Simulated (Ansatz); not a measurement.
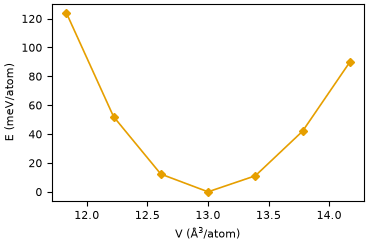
Fig. 1. Co₆W₇ in space group R-3m (No. 166; Pearson symbol hR13) under volume change, DFT-r²SCAN in the program Ansatz with PAW potentials, shape and atoms relaxed at each volume.

Question: What does a third-order Birch–Murnaghan fit give for V₀, B₀ and B′?

Answer: V₀ = 13.00 Å³/atom, B₀ = 319 GPa, B′ = 4.4.

The start of the workflow was typed in or built on a structure type; neither database checked (COD, Materials Project) lists it. Whether it is the stable phase at ambient conditions was not checked. The cell was relaxed with r²SCAN under the symmetry of its start; its stability against distortions is not shown here. The workflow began spin-polarised and lost its moments. Scalar-relativistic: spin–orbit coupling is off unless named, which matters more the heavier the elements.

Potentials: the earlier of the program's two PAW sets. The files were generated under PBE; for other functionals the program regenerates the frozen cores, and for LDA and PBEsol the local potential too.
